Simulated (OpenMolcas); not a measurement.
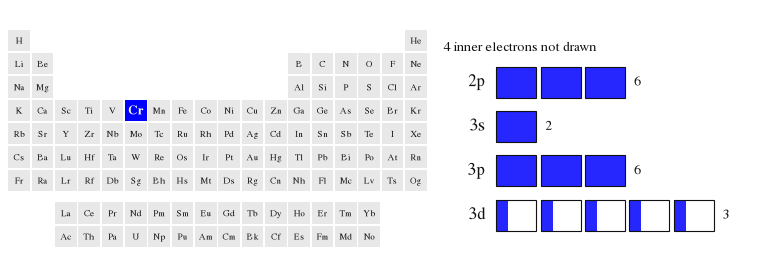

Left, the place of chromium in the periodic table; right, the outer shells of the leading configuration of the lowest level: a box for each of the 2l + 1 orbitals, shaded by the share of the shell that is filled, with the electron count at the right.

Multiconfigurational calculation for Cr³⁺ complex (part 1 of 2)

- system: Cr³⁺ with 6 ligands (F; octahedron, 2.02 Å), neutralised by 6 outer point charges of +0.5 e, whose field is part of the energies.
- method: state-averaged CASSCF, active space 3 electrons in the shell 3d, basis ANO-RCC-VDZP on the metal and ANO-RCC-VDZP on the ligands, DKH2 scalar Hamiltonian, spin-orbit coupling by RASSI with atomic mean-field integrals (OpenMolcas)

Input:
```
&GATEWAY
Coord
7

Cr 0.0 0.0 0.0
F 2.020000 0.000000 0.000000
F 0.000000 2.020000 0.000000
F -2.020000 0.000000 0.000000
F 0.000000 -2.020000 0.000000
F 0.000000 0.000000 2.020000
F 0.000000 0.000000 -2.020000
Basis=Cr.ANO-RCC-VDZP,F.ANO-RCC-VDZP
Group=XYZ
NoMove
AngMom=0.0 0.0 0.0
AMFI
RICD
XField
3 Angstrom 0
4.420000 0.000000 0.000000 0.500000
0.000000 4.420000 0.000000 0.500000
0.000000 0.000000 4.420000 0.500000
&SEWARD
&RASSCF
FileOrb=start.orb
Symmetry=1
Spin=4
nActEl=3 0 0
Inactive=18 21
Ras2=5 0
CIRoot=10 10 1
SDav=10
CIMx=300
Iter=150 100
PrWF=0.3
OrbListing=Nothing
MaxOrb=0
LevShft=1.0
>>> COPY $Project.JobIph JOB001
&RASSCF
FileOrb=start.orb
Symmetry=1
Spin=2
nActEl=3 0 0
Inactive=18 21
Ras2=5 0
CIRoot=40 40 1
SDav=40
CIMx=300
Iter=150 100
PrWF=0.3
OrbListing=Nothing
MaxOrb=0
LevShft=1.0
>>> COPY $Project.JobIph JOB002
&RASSI
NrOfJobIphs=2 10 40
1 2 3 4 5 6 7 8 9 10
1 2 3 4 5 6 7 8 9 10 11 12 13 14 15 16 17 18 19 20 21 22 23 24 25 26 27
28 29 30 31 32 33 34 35 36 37 38 39 40
IphNames
JOB001
JOB002
EJob
SpinOrbit
DIPRint=1.0
SOCoupling=1000.0
Subsets=2
Property=9
'ANGMOM' 1 'ANGMOM' 2 'ANGMOM' 3 'MLTPL  1' 1 'MLTPL  1' 2 'MLTPL  1' 3
'AMFI' 1 'AMFI' 2 'AMFI' 3
SOProperty=3
'ANGMOM' 1 'ANGMOM' 2 'ANGMOM' 3
```

The file start.orb holds starting orbitals from an earlier step. A driver script formed the levels outside the program, from RASSI's spin-orbit matrix and the active-space energies, averaged over the components of each term or state.

Hardware: 1 thread of Arm Neoverse V1, 24 GiB of memory available, shared host.

Launched with:
```bash
OMP_NUM_THREADS=1 MOLCAS_MEM=2457 MOLCAS_PROJECT=a pymolcas a.inp > a.log  # once for each step of the input, in one work folder
```

The program's output (extracts):
```
--- SEWARD ---
Basis set label: CR.ANO-RCC...5S4P2D1F.

      Electronic valence basis set:
      ------------------
      Associated Effective Charge  24.000000 au
      Associated Actual Charge     24.000000 au
      Nuclear Model: Point charge

      Shell  nPrim  nBasis  Cartesian Spherical Contaminant
         s      21       5        X
         p      15       4        X
         d      10       2                 X
         f       6       1                 X
                  Relativistic Douglas-Kroll-Hess integrals:
                    - DKH order of Hamiltonian: 2
                    - DKH order of Properties : 0
                  Atomic mean-field integrals
--- RASSCF ---
Wave function specifications:
      -----------------------------

      Number of closed shell electrons          78
      Number of electrons in active shells       3
      Max number of holes in RAS1 space          0
      Max nr of electrons in RAS3 space          0
      Number of inactive orbitals               39
      Number of active orbitals                  5
      Number of secondary orbitals              74
      Spin quantum number                      1.5
      State symmetry                             1
Orbital specifications:
      -----------------------

      Symmetry species                           1   2
                                                ag  au
      Frozen orbitals                            0   0
      Inactive orbitals                         18  21
      Active orbitals                            5   0
      RAS1 orbitals                              0   0
      RAS2 orbitals                              5   0
      RAS3 orbitals                              0   0
      Secondary orbitals                        34  40
      Deleted orbitals                           0   0
      Number of basis functions                 57  61
      Number of CSFs                            10
      Number of root(s) required                10
      Iter CI   SX   CI       RASSCF       Energy    max ROT     max BLB   max BLB  Level Ln srch  Step   QN
          iter iter root      energy       change     param      element    value   shift minimum  type update
 Nr of preliminary CI iterations:   1
      Total energies have been shifted. Add                -1000.00 au
        1   1   10    0  -647.01795124    0.00E+00  -1.11E-01*  10  37 2 -3.29E-01*  1.04   0.00    SX    NO
        2   1   10    0  -647.92047018   -9.03E-01* -6.08E-02   18  21 1  9.85E-02*  0.66   0.00    SX    NO
        3   1    9    0  -648.01648356   -9.60E-02* -2.21E-02    5  33 2  5.06E-02*  0.69   0.00    SX    NO
        4   1    9    0  -648.02787030   -1.14E-02* -1.30E-02   18  21 1  2.27E-02*  0.70   0.00    SX    NO
        5   1    9    0  -648.03031181   -2.44E-03* -1.12E-02   18  21 1  1.12E-02*  0.70   1.90    LS   YES
        6   1    9    0  -648.03102868   -7.17E-04*  3.38E-03   11  38 2  4.01E-03*  0.71   1.05    QN   YES
        7   1    8    0  -648.03120100   -1.72E-04* -9.84E-04    6  34 2 -3.19E-03*  0.71   1.11    QN   YES
        8   1    7    0  -648.03122656   -2.56E-05* -4.31E-04    8  35 2 -7.29E-04*  0.71   1.44    LS   YES
        9   1    7    0  -648.03122918   -2.62E-06* -1.93E-04    9  32 2 -4.37E-04*  0.71   1.00    QN   YES
       10   1    7    0  -648.03123134   -2.16E-06* -1.30E-04    9  32 2 -1.99E-04*  0.71   1.67    LS   YES
       11   1    7    0  -648.03123176   -4.16E-07* -6.95E-05    8  35 2  2.83E-04*  0.71   1.00    QN   YES
       12   1    6    0  -648.03123207   -3.06E-07*  2.73E-05    6  24 2 -7.59E-05   0.71   1.31    QN   YES
       13   1    5    0  -648.03123210   -3.58E-08* -7.08E-06    6  32 1 -1.26E-05   0.71   1.09    QN   YES
       14   1    5    0  -648.03123210   -1.89E-09  -3.32E-06    9  22 2  7.05E-06   0.71   1.38    QN   YES
      Convergence after 14 iterations
       15   1    5    0  -648.03123211   -3.37E-10  -3.32E-06    9  22 2  2.67E-06   0.71   1.38    QN   YES
      Natural orbitals and occupation numbers for root  1
      sym 1:   1.000000   1.000000   0.000000   1.000000   0.000000
      Natural orbitals and occupation numbers for root  2
      sym 1:   0.762667   1.000000   0.237333   0.237333   0.762667
      Natural orbitals and occupation numbers for root  3
      sym 1:   0.236661   1.000000   0.236661   0.763339   0.763339
::    RASSCF root number  1 Total energy:  -1648.11162233
::    RASSCF root number  2 Total energy:  -1648.06316165
::    RASSCF root number  3 Total energy:  -1648.06316165
::    RASSCF root number  4 Total energy:  -1648.06316165
::    RASSCF root number  5 Total energy:  -1648.03159225
::    RASSCF root number  6 Total energy:  -1648.03159225
::    RASSCF root number  7 Total energy:  -1648.03159225
::    RASSCF root number  8 Total energy:  -1647.97214568
::    RASSCF root number  9 Total energy:  -1647.97214568
::    RASSCF root number 10 Total energy:  -1647.97214568
--- RASSCF ---
Wave function specifications:
      -----------------------------

      Number of closed shell electrons          78
      Number of electrons in active shells       3
      Max number of holes in RAS1 space          0
      Max nr of electrons in RAS3 space          0
      Number of inactive orbitals               39
      Number of active orbitals                  5
      Number of secondary orbitals              74
      Spin quantum number                      0.5
      State symmetry                             1
Orbital specifications:
      -----------------------

      Symmetry species                           1   2
                                                ag  au
      Frozen orbitals                            0   0
      Inactive orbitals                         18  21
      Active orbitals                            5   0
      RAS1 orbitals                              0   0
      RAS2 orbitals                              5   0
      RAS3 orbitals                              0   0
      Secondary orbitals                        34  40
      Deleted orbitals                           0   0
      Number of basis functions                 57  61
      Number of CSFs                            40
      Number of root(s) required                40
      Iter CI   SX   CI       RASSCF       Energy    max ROT     max BLB   max BLB  Level Ln srch  Step   QN
          iter iter root      energy       change     param      element    value   shift minimum  type update
 Nr of preliminary CI iterations:   1
      Total energies have been shifted. Add                -1000.00 au
        1   1    9    0  -647.92336475    0.00E+00  -1.16E-02   20  26 1 -1.34E-02*  0.71   0.00    SX    NO
        2   1    9    0  -647.92449850   -1.13E-03*  2.68E-03    9  32 2 -8.20E-03*  0.70   0.00    SX    NO
        3   1    8    0  -647.92472836   -2.30E-04*  1.84E-03   12  22 1 -2.29E-03*  0.70   0.00    SX    NO
        4   1    8    0  -647.92478662   -5.83E-05* -8.15E-04   12  22 1 -1.45E-03*  0.70   0.00    SX    NO
        5   1    8    0  -647.92480333   -1.67E-05* -9.55E-04   12  22 1 -7.91E-04*  0.70   2.18    LS   YES
        6   1    7    0  -647.92481026   -6.92E-06*  7.52E-05    9  32 2  7.16E-04*  0.70   1.01    QN   YES
        7   1    7    0  -647.92481070   -4.45E-07* -6.08E-05   10  24 1 -1.02E-04*  0.70   1.04    QN   YES
        8   1    6    0  -647.92481079   -8.60E-08* -3.25E-05   10  24 1 -5.53E-05   0.70   1.53    LS   YES
        9   1    5    0  -647.92481080   -1.17E-08*  1.20E-05    9  32 2 -4.13E-05   0.70   0.99    QN   YES
       10   1    5    0  -647.92481080   -5.36E-09   1.45E-05   10  30 1 -1.84E-05   0.70   2.00    QN   YES
      Convergence after 10 iterations
       11   1    5    0  -647.92481081   -2.10E-09   1.45E-05   10  30 1 -3.23E-06   0.70   2.00    QN   YES
      Natural orbitals and occupation numbers for root  1
      sym 1:   1.007541   0.944787   0.019427   0.054694   0.973550
      Natural orbitals and occupation numbers for root  2
      sym 1:   0.943044   1.005799   0.054694   0.019427   0.977035
      Natural orbitals and occupation numbers for root  3
      sym 1:   0.938305   0.986696   0.026436   0.063743   0.984821
::    RASSCF root number  1 Total energy:  -1648.02317256
::    RASSCF root number  2 Total energy:  -1648.02317256
::    RASSCF root number  3 Total energy:  -1648.01872208
::    RASSCF root number  4 Total energy:  -1648.01872208
::    RASSCF root number  5 Total energy:  -1648.01872208
::    RASSCF root number  6 Total energy:  -1647.99126855
::    RASSCF root number  7 Total energy:  -1647.99126855
::    RASSCF root number  8 Total energy:  -1647.99126855
::    RASSCF root number  9 Total energy:  -1647.98792848
::    RASSCF root number 10 Total energy:  -1647.97460334
::    RASSCF root number 11 Total energy:  -1647.97460334
::    RASSCF root number 12 Total energy:  -1647.97460334
::    RASSCF root number 13 Total energy:  -1647.96963184
::    RASSCF root number 14 Total energy:  -1647.96963184
::    RASSCF root number 15 Total energy:  -1647.96963184
::    RASSCF root number 16 Total energy:  -1647.95948382
::    RASSCF root number 17 Total energy:  -1647.95948382
::    RASSCF root number 18 Total energy:  -1647.94569002
::    RASSCF root number 19 Total energy:  -1647.94569002
::    RASSCF root number 20 Total energy:  -1647.94569002
::    RASSCF root number 21 Total energy:  -1647.92354086
::    RASSCF root number 22 Total energy:  -1647.92354086
::    RASSCF root number 23 Total energy:  -1647.92354086
::    RASSCF root number 24 Total energy:  -1647.92215995
::    RASSCF root number 25 Total energy:  -1647.92215995
::    RASSCF root number 26 Total energy:  -1647.92215995
::    RASSCF root number 27 Total energy:  -1647.89170845
::    RASSCF root number 28 Total energy:  -1647.88876601
::    RASSCF root number 29 Total energy:  -1647.88876601
::    RASSCF root number 30 Total energy:  -1647.88736524
```

(Continued in part 2.) Outcome of the run: converged.
